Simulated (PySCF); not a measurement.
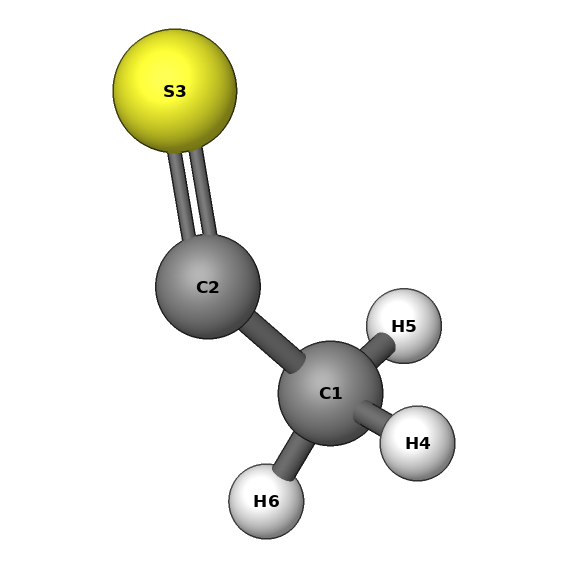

The questions are on Mulliken spin populations. The species is neutral and a spin doublet. The computed structure is the end point of a GFN2-xTB optimisation. No frequency run is at hand to confirm it as a minimum. Properties computed with UKS B3LYP, pcH-1 on C H S, non-relativistic (PySCF 2.14.0).

Which atom carries the largest spin population?

Answer. C2 (0.64 e).

Which atom has the lowest spin population?

Answer. C1 (−0.01 e); a negative value comes from spin polarisation.

List the Mulliken spin populations.

```tsv
atom	value (e)
C1	−0.01
C2	0.64
S3	0.30
H4	0.00
H5	0.06
H6	0.00
```

The run warned: orbitally degenerate or nearly so: second-order g, spin-orbit hyperfine and D do not apply.

Mulliken values depend strongly on the basis set.
